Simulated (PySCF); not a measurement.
# IrO₂⁻: singlet, from a end-on start

Aim: relax IrO₂⁻ as a singlet from a end-on start, check by its vibrations whether the end is a minimum, and collect its spectrum and constants.

The runs use PySCF 2.14.0; B3LYP, basis Ir def2-SVPD with ECP60, O def2-SVPD, scalar-relativistic core potentials, no spin–orbit coupling, density fitting.

**1. Starting geometry**

3 atoms, charge -1, spin multiplicity 1.

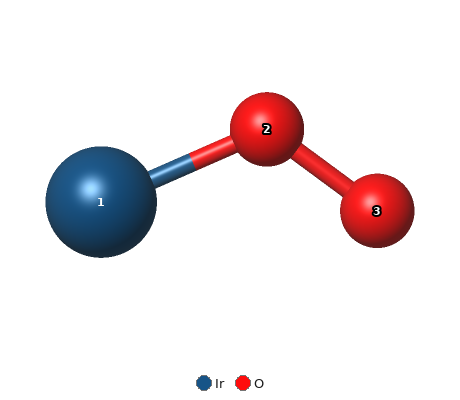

The starting geometry (iridium blue, oxygen red); atoms are numbered from 1 in the order of the file.

Coordinates in bohr (charge -1 multiplicity 1):
```
Ir    0.0000    0.0000    0.0000
O     0.0000    0.0000    3.6009
O     2.3674    0.0000    4.9615
```

**2. The SCF at the typed geometry**

One driver script runs all steps and calls PySCF; scf.py shows how it sets up the SCF of each step. The optimiser is the driver's own. After this first run the driver tries any further starts and a stability analysis.

File scf.py:

```python
from pyscf import gto, scf, dft
mol = gto.M(atom='''
Ir     0.000000     0.000000     0.000000
O      0.000000     0.000000     1.905500
O      1.252800     0.000000     2.625500''',
    basis={'Ir': 'def2-SVPD', 'O': 'def2-SVPD'},
    ecp={'Ir': 'def2-SVPD'},
    charge=-1, spin=0)
mf = dft.RKS(mol, xc='B3LYP')
mf.grids.atom_grid = (50, 194)
aux = {'Ir': 'def2-universal-JKFIT', 'O': 'def2-universal-JKFIT'}
mf = mf.density_fit(auxbasis=aux)
mf.conv_tol = 1e-08
mf.diis_space = 10
mf.max_cycle = 60
mf.init_guess = 'minao'
mf.verbose = 4
mf.kernel()
```

Launch:

```sh
$ OMP_NUM_THREADS=2 python axn.py task.json out
```

Output (excerpt; [...] marks lines left out):

```text
[... the frontier levels of the middle cycles are left out ...]
init E= -242.78652504996
  HOMO = -0.541165172780447  LUMO = -0.53366350204056  gap/eV = 0.20413
cycle= 1 E= -253.185800834258  delta_E= -10.4  |g|= 2.06  |ddm|=  8.2
  HOMO = 0.191217260889993  LUMO = 0.220315257120777  gap/eV = 0.79180
cycle= 2 E= -234.36491545106  delta_E= 18.8  |g|= 5.41  |ddm|= 90.2
  HOMO = -0.0156278398440848  LUMO = 0.0770567069938296  gap/eV = 2.52207
cycle= 3 E= -252.88501966303  delta_E= -18.5  |g|= 2.43  |ddm|= 89.4
cycle= 4 E= -254.088621727102  delta_E= -1.2  |g|= 1.44  |ddm|= 3.03
cycle= 5 E= -254.264976218464  delta_E= -0.176  |g|= 1.04  |ddm|= 2.22
cycle= 6 E= -254.365146554137  delta_E= -0.1  |g|= 0.866  |ddm|= 0.517
cycle= 7 E= -254.449846360391  delta_E= -0.0847  |g|= 0.662  |ddm|= 1.07
cycle= 8 E= -254.551044681007  delta_E= -0.101  |g|= 0.263  |ddm|= 0.56
cycle= 9 E= -254.564860512993  delta_E= -0.0138  |g|= 0.116  |ddm|= 0.188
cycle= 10 E= -254.56745069759  delta_E= -0.00259  |g|= 0.0525  |ddm|= 0.0973
cycle= 11 E= -254.568098925414  delta_E= -0.000648  |g|= 0.0143  |ddm|= 0.0465
cycle= 12 E= -254.568143217242  delta_E= -4.43e-05  |g|= 0.00791  |ddm|= 0.0288
cycle= 13 E= -254.56816454233  delta_E= -2.13e-05  |g|= 0.00236  |ddm|= 0.0141
cycle= 14 E= -254.568174961872  delta_E= -1.04e-05  |g|= 0.001  |ddm|= 0.0173
cycle= 15 E= -254.568185617617  delta_E= -1.07e-05  |g|= 0.000522  |ddm|= 0.0264
cycle= 16 E= -254.56819311883  delta_E= -7.5e-06  |g|= 0.000476  |ddm|= 0.0381
cycle= 17 E= -254.568193532642  delta_E= -4.14e-07  |g|= 0.000126  |ddm|= 0.00694
cycle= 18 E= -254.56819358522  delta_E= -5.26e-08  |g|= 6.44e-05  |ddm|= 0.00281
cycle= 19 E= -254.568193591499  delta_E= -6.28e-09  |g|= 2.45e-05  |ddm|= 0.00137
  HOMO = -0.0146538048316277  LUMO = 0.0368892379584018  gap/eV = 1.40256
Extra cycle  E= -254.568193585  delta_E= 6.5e-09  |g|= 0.000168  |ddm|= 0.00017
converged SCF energy = -254.568193585
```

This step, with its further starts and checks, ran for 8.5 s (2 threads of Arm Neoverse V1, shared host).

The starts that the driver tried:

```
                      start  energy (Eh)
    the minimal-basis guess  -254.568194
a thermally smeared density  -254.568194
      a smeared PBE density  -254.568194
```

This is not the lowest solution: one lies 0.5 kJ/mol lower, at -254.56839 Eh, and the relaxation starts from that.

**3. Relaxing the singlet from the end-on start**

The program finds Cs symmetry in the start, which this walk keeps. The walk stops when the largest gradient is under 0.0003 Eh/bohr and the energy has settled too.

Changes to scf.py since step 2:

```diff
@@ -3,3 +3,3 @@
-Ir     0.000000     0.000000     0.000000
-O      0.000000     0.000000     1.905500
-O      1.252800     0.000000     2.625500''',
+Ir    -0.089078     0.000000    -0.322170
+O     -0.089078     0.000000     1.583330
+O      1.163722     0.000000     2.303330''',
@@ -16 +15,0 @@
-mf.init_guess = 'minao'
```

Energy and gradient, step by step:

```csv
step,energy (Eh),change (kJ/mol),largest symmetric gradient (Eh/bohr)
0,-254.568394,0.00,0.06094
1,-254.585625,-45.24,0.01385
2,-254.585981,-46.18,0.00552
3,-254.586060,-46.38,0.00050
4,-254.586060,-46.38,0.00009
```

The walk took 5.9 s.

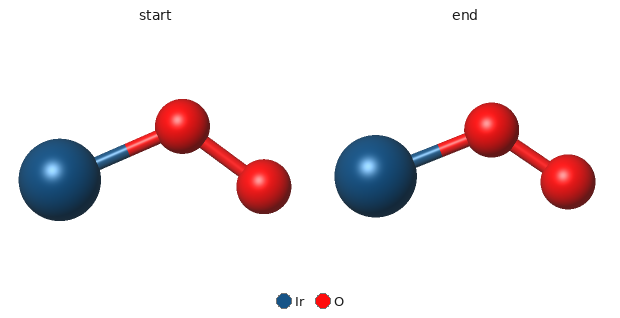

Start and end of the relaxation.

It settles in Cs symmetry, 46.4 kJ/mol below the start, after 4 steps: Ir–O 1.778 Å, O–O 1.315 Å; Ir–O–O 124.1°.

**4. Vibrations and properties at this point**

On the finer grid the gradient is checked again; gradients at displacements of ±0.02 bohr then give force constants and infrared intensities.

Changes to scf.py since step 3:

```diff
@@ -3,3 +3,3 @@
-Ir    -0.089078     0.000000    -0.322170
-O     -0.089078     0.000000     1.583330
-O      1.163722     0.000000     2.303330''',
+Ir    -0.087376     0.000000    -0.302600
+O     -0.029805     0.000000     1.474693
+O      1.083133     0.000000     2.176055''',
@@ -10 +10 @@
-mf.grids.atom_grid = (50, 194)
+mf.grids.atom_grid = (75, 302)
@@ -13 +13 @@
-mf.conv_tol = 1e-08
+mf.conv_tol = 1e-10
```

This SCF starts from the last density.

Log of the central SCF (cycles and frontier levels):

```text
init E= -254.586097935363
  HOMO = -0.00589838790140007  LUMO = 0.0587514908944478  gap/eV = 1.75921
cycle= 1 E= -254.586097935202  delta_E= 1.62e-10  |g|= 2.65e-05  |ddm|= 2.58e-05
  HOMO = -0.00590185697754422  LUMO = 0.0587512490217712  gap/eV = 1.75930
cycle= 2 E= -254.586097929514  delta_E= 5.69e-09  |g|= 0.00016  |ddm|= 0.000173
  HOMO = -0.00589835551140362  LUMO = 0.058752228333276  gap/eV = 1.75923
cycle= 3 E= -254.586097935367  delta_E= -5.85e-09  |g|= 4.29e-06  |ddm|= 0.000157
  HOMO = -0.00589866502078057  LUMO = 0.0587517636648407  gap/eV = 1.75923
cycle= 4 E= -254.586097935365  delta_E= 2.05e-12  |g|= 6.25e-07  |ddm|= 1.04e-05
  HOMO = -0.00589872491349857  LUMO = 0.0587517119848222  gap/eV = 1.75923
Extra cycle  E= -254.586097935365  delta_E= 3.41e-13  |g|= 1.63e-06  |ddm|= 2.13e-06
converged SCF energy = -254.586097935365
```

The whole step took 24 s.

Geometry: Cs; Ir–O 1.778 Å, O–O 1.315 Å; Ir–O–O 124.1°.

Harmonic modes (main isotopes):

| symmetry | ω (cm⁻¹) | IR (km/mol) | μ (u) |
| --- | --- | --- | --- |
| a' | 331 | 18.9 | 17.33 |
| a' | 733 | 21.5 | 17.09 |
| a' | 1070 | 375 | 16.02 |

All wavenumbers are real: a minimum.

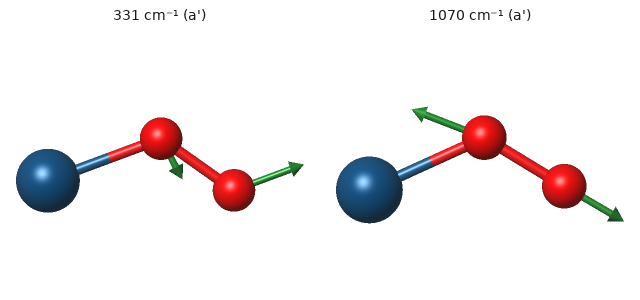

Displacements of 2 of the modes, as arrows (one member where a mode is degenerate).

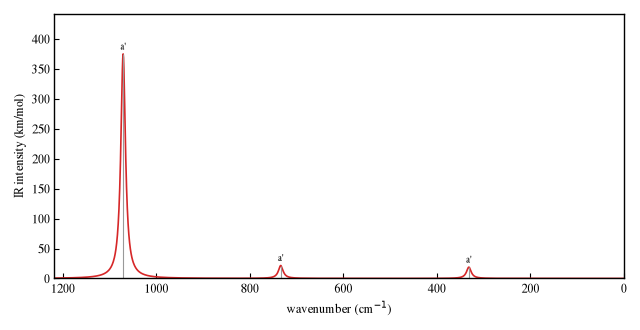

The harmonic infrared spectrum (widths in cm⁻¹). Lines are broadened to a width of 12 cm⁻¹ (Lorentzian).

Properties at this point:

- Dipole moment about the centre of mass: 3.36 D
- Highest occupied level: -0.16 eV
- Lowest empty level: 1.60 eV
- Rotational constants: 2.919, 0.1182, 0.1136 cm⁻¹
- Zero-point energy: 12.8 kJ/mol
- Principal polarisabilities: 75.5, 76.2, 120.0 bohr³
- Principal traceless quadrupole moments about the centre of mass: -11.16, 4.56, 6.60 D Å
- Entropy at 298.15 K and 1 bar: 280.3 J/(mol K)
- Heat capacity Cp at 298.15 K: 44.5 J/(mol K)
- Enthalpy at 298.15 K above 0 K: 11.26 kJ/mol
- Rotational symmetry number: 1

Populations by atom (charges in e):

| atom | Mulliken | Löwdin | polar tensor | Mayer order to Ir1 |
| --- | --- | --- | --- | --- |
| Ir1 | -0.66 | -0.04 | -0.44 | – |
| O2 | -0.01 | -0.63 | 0.20 | 0.68 |
| O3 | -0.34 | -0.33 | -0.76 | 0.47 |

Outer orbital energies (eV). occupied: -7.95, -7.80, -2.22, -2.05, -1.22, -0.70, -0.52, -0.16; empty: 1.60, 2.68, 4.58, 4.67.

Mulliken populations on Ir1 (outside its core potential): s 4.01, p 6.07, d 7.56, f 0.02.

**5. A spin-polarised start**

A stability analysis found the closed shell of the lowest minimum unstable towards spin polarisation, so the unrestricted solution is followed.

The program finds Cs symmetry in the start, which may break. Threshold on the gradient: 0.0003 Eh/bohr, with a further test on the energy change.

Changes to scf.py since step 4:

```diff
@@ -3,3 +3,3 @@
-Ir    -0.087376     0.000000    -0.302600
-O     -0.029805     0.000000     1.474693
-O      1.083133     0.000000     2.176055''',
+Ir    -0.087321     0.000000    -0.302613
+O     -0.029749     0.000000     1.474680
+O      1.083188     0.000000     2.176043''',
@@ -9,2 +9,2 @@
-mf = dft.RKS(mol, xc='B3LYP')
-mf.grids.atom_grid = (75, 302)
+mf = dft.UKS(mol, xc='B3LYP')
+mf.grids.atom_grid = (50, 194)
@@ -13 +13 @@
-mf.conv_tol = 1e-10
+mf.conv_tol = 1e-08
```

Energy and gradient, step by step:

```
step  energy (Eh)  change (kJ/mol)  largest gradient (Eh/bohr)
   0  -254.592976             0.00                     0.05045
   1  -254.598595           -14.75                     0.01989
   2  -254.599409           -16.89                     0.00167
   3  -254.599415           -16.91                     0.00021
   4  -254.599415           -16.91                     0.00005
```

The walk took 8.4 s.

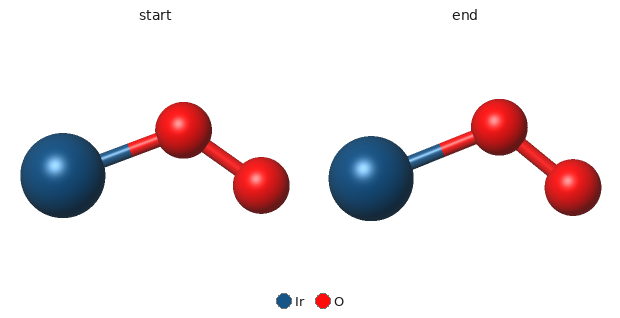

Start and end of the relaxation.

End point (Cs, 4 steps, 16.9 kJ/mol gained): Ir–O 1.906 Å, O–O 1.315 Å; Ir–O–O 118.8°.

**6. Is it a minimum? Harmonic modes**

The same treatment as at the point before.

Changes to scf.py since step 5:

```diff
@@ -3,3 +3,3 @@
-Ir    -0.087321     0.000000    -0.302613
-O     -0.029749     0.000000     1.474680
-O      1.083188     0.000000     2.176043''',
+Ir    -0.085236     0.000000    -0.315433
+O     -0.066522    -0.000000     1.589954
+O      1.091353    -0.000000     2.213068''',
@@ -10 +10 @@
-mf.grids.atom_grid = (50, 194)
+mf.grids.atom_grid = (75, 302)
@@ -13 +13 @@
-mf.conv_tol = 1e-08
+mf.conv_tol = 1e-10
```

SCF at the final geometry:

```text
init E= -254.599414808828
[... the frontier-level lines of each cycle are left out ...]
cycle= 1 E= -254.599414809684  delta_E= -8.56e-10  |g|= 9.18e-06  |ddm|= 6.98e-05
cycle= 2 E= -254.59941481044  delta_E= -7.56e-10  |g|= 1.82e-05  |ddm|= 7.35e-05
cycle= 3 E= -254.599414810746  delta_E= -3.06e-10  |g|= 8.32e-06  |ddm|= 2.47e-05
cycle= 4 E= -254.59941481094  delta_E= -1.95e-10  |g|= 8.16e-06  |ddm|= 1.55e-05
cycle= 5 E= -254.599414811163  delta_E= -2.23e-10  |g|= 8.16e-06  |ddm|= 1.79e-05
cycle= 6 E= -254.599414791249  delta_E= 1.99e-08  |g|= 7.94e-06  |ddm|= 0.00163
cycle= 7 E= -254.59941477984  delta_E= 1.14e-08  |g|= 7.7e-06  |ddm|= 0.000985
cycle= 8 E= -254.599414762163  delta_E= 1.77e-08  |g|= 7.34e-06  |ddm|= 0.00161
cycle= 9 E= -254.599414709773  delta_E= 5.24e-08  |g|= 6.85e-06  |ddm|= 0.00566
cycle= 10 E= -254.599414658762  delta_E= 5.1e-08  |g|= 7.62e-06  |ddm|= 0.00857
cycle= 11 E= -254.599414656963  delta_E= 1.8e-09  |g|= 9.51e-06  |ddm|= 0.000454
cycle= 12 E= -254.599414649371  delta_E= 7.59e-09  |g|= 5.72e-06  |ddm|= 0.00245
cycle= 13 E= -254.599414643653  delta_E= 5.72e-09  |g|= 3.02e-06  |ddm|= 0.00317
cycle= 14 E= -254.599414642815  delta_E= 8.38e-10  |g|= 4.85e-06  |ddm|= 0.00112
cycle= 15 E= -254.599414642577  delta_E= 2.38e-10  |g|= 5.3e-06  |ddm|= 0.000669
cycle= 16 E= -254.599414642554  delta_E= 2.26e-11  |g|= 4.66e-06  |ddm|= 0.000209
Extra cycle  E= -254.599414642567  delta_E= -1.28e-11  |g|= 3.4e-06  |ddm|= 1.81e-05
converged SCF energy = -254.599414642567  <S^2> = 1.0208361  2S+1 = 2.2546273
```

The whole step ran for 51 s (2 threads of Arm Neoverse V1, shared host).

Geometry: Cs; Ir–O 1.905 Å, O–O 1.315 Å; Ir–O–O 118.8°.

Harmonic modes (main isotopes):

```tsv
symmetry	ω (cm⁻¹)	IR (km/mol)
a'	288	10.6
a'	573	21.2
a'	1098	394
```

All wavenumbers are real: a minimum.

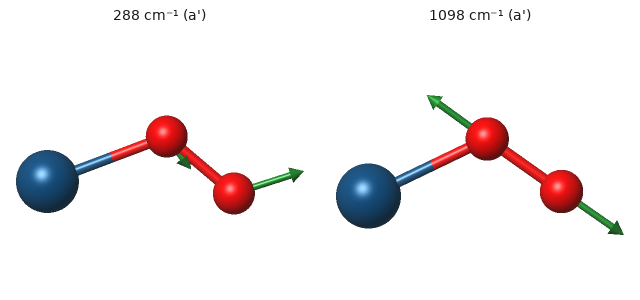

How the atoms move in 2 of the modes.

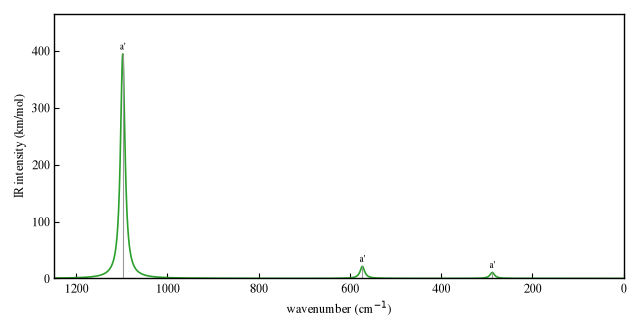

The harmonic infrared spectrum (widths in cm⁻¹). Lines are broadened to a width of 12 cm⁻¹ (Lorentzian).

Properties at this point:

```
Dipole moment about the centre of mass                          : 3.64 D
Highest occupied level                                          : -0.27 eV
Lowest empty level                                              : 2.32 eV
Rotational constants                                            : 2.417, 0.1113, 0.1064 cm⁻¹
Zero-point energy                                               : 11.7 kJ/mol
Principal polarisabilities                                      : 71.1, 73.4, 121.9 bohr³
Principal traceless quadrupole moments about the centre of mass : -12.36, 5.60, 6.76 D Å
Entropy at 298.15 K and 1 bar                                   : 283.5 J/(mol K)
Heat capacity Cp at 298.15 K                                    : 46.1 J/(mol K)
Enthalpy at 298.15 K above 0 K                                  : 11.59 kJ/mol
Rotational symmetry number                                      : 1
Spin squared ⟨S²⟩                                               : 1.021
```

Populations by atom (charges in e):

```tsv
atom	Mulliken	Löwdin	polar tensor	spin (Mulliken)	Mayer order to Ir1
Ir1	-0.59	-0.02	-0.58	-0.80	–
O2	-0.09	-0.64	0.28	0.37	0.39
O3	-0.32	-0.35	-0.70	0.43	0.24
```

Outer orbital energies (eV). α occupied: -7.81, -7.38, -2.55, -1.90, -0.91, -0.76, -0.43, -0.27; empty: 2.42, 2.83, 4.47, 4.58. β occupied: -7.01, -6.07, -1.82, -1.74, -1.23, -1.12, -1.02, -0.55; empty: 2.32, 2.72, 4.44, 4.63.

Mulliken populations on Ir1 (outside its core potential): s 3.93, p 6.07, d 7.58, f 0.01.

**7. The points found, side by side**

| spin | group | bonds | imaginary modes (cm⁻¹) | ΔE (kJ/mol) | with zero-point energy |
| --- | --- | --- | --- | --- | --- |
| broken-symmetry (Ms = 0) | Cs | Ir–O 1.905 Å, O–O 1.315 Å | none | 0.0 | 0.0 |
| singlet | Cs | Ir–O 1.778 Å, O–O 1.315 Å | none | 35.0 | 36.0 |

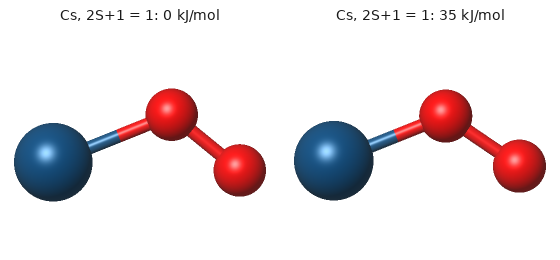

The points, lowest first (iridium blue, oxygen red).

**8. What came out**

| quantity | value |
| --- | --- |
| minimum | broken-symmetry (Ms = 0), Cs |
| geometry | Ir–O 1.905 Å, O–O 1.315 Å; Ir–O–O 118.8° |
| wavenumbers (cm⁻¹) | 288 (a'), 573 (a'), 1098 (a') |
| dipole moment (centre of mass) | 3.64 D |
| highest occupied, lowest empty level (either spin) | -0.27, 2.32 eV |
| polar-tensor charge of Ir1 | -0.58 e |
| zero-point energy | 11.7 kJ/mol |
| entropy at 298.15 K | 283.5 J/(mol K) |
| ⟨S²⟩ | 1.021 |

The end-on start keeps its Cs symmetry and ends in a minimum. The determinant is spin-contaminated (⟨S²⟩ = 1.02 against 0.00), so it is no pure spin state. The strongest infrared band lies at 1098 cm⁻¹ (a'). Only this shape and spin were tried, so other structures or states may lie lower. With an element this heavy the missing spin–orbit coupling can shift these numbers.

The search up to here took 1.9 min.
